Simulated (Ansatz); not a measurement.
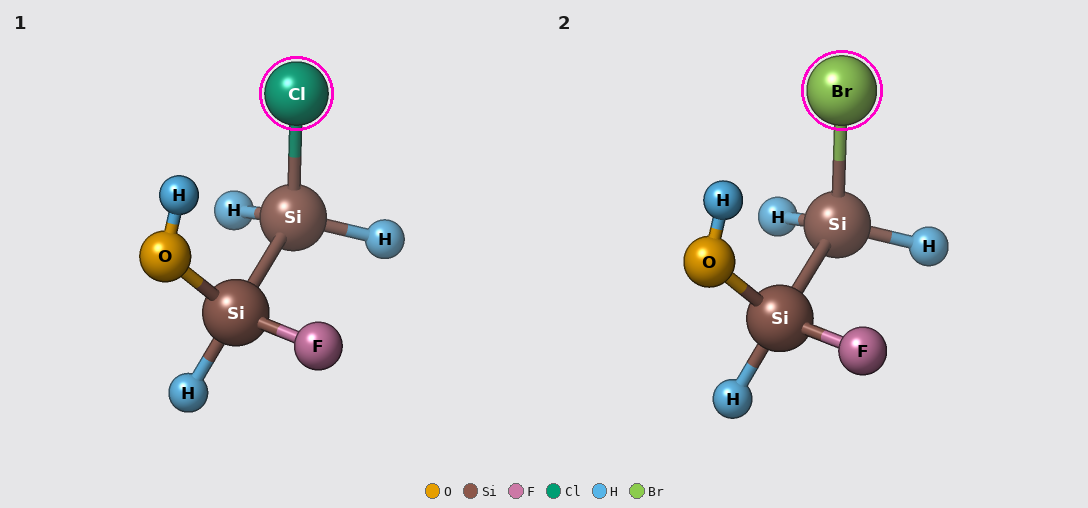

2 molecules with one skeleton, seen from the same side and at one scale; the atom that differs is circled. Each species is neutral and a spin singlet. Computed geometries: PBE0-D4/def2-TZVP optimisations, one conformation each. Properties computed with Ansatz 0.2.0.

One atom differs, called X below: Cl in panel 1, Br in panel 2. Their formulas are ClFH4OSi2 (`O[Si@H](F)[SiH2]Cl`), BrFH4OSi2 (`O[Si@H](F)[SiH2]Br`).

Question: In which is the length of X–Si larger (PBE0-D4/def2-TZVP)?

Answer: In panel 2 (X = Br).

Question: In which is the dipole moment larger (r2SCAN-D4/def2-TZVPP)?

Answer: In panel 2 (X = Br).

Give the values. With PBE0-D4/def2-TZVP: length of X–Si (Å), angle Si–Si–X (°). With ωB97M-V/def2-SVP: HOMO energy (Kohn–Sham orbital) (eV), HOMO–LUMO gap (eV). With r2SCAN-D4/def2-TZVPP: dipole moment (D).

```tsv
quantity	1 (Cl)	2 (Br)	2 − 1
length of X–Si (Å)	2.075	2.243	+0.168
angle Si–Si–X (°)	104.1	103.7	−0.4
HOMO energy (Kohn–Sham orbital) (eV)	−10.14	−10.08	+0.06
HOMO–LUMO gap (eV)	11.37	11.07	−0.30
dipole moment (D)	1.18	1.24	+0.06
```
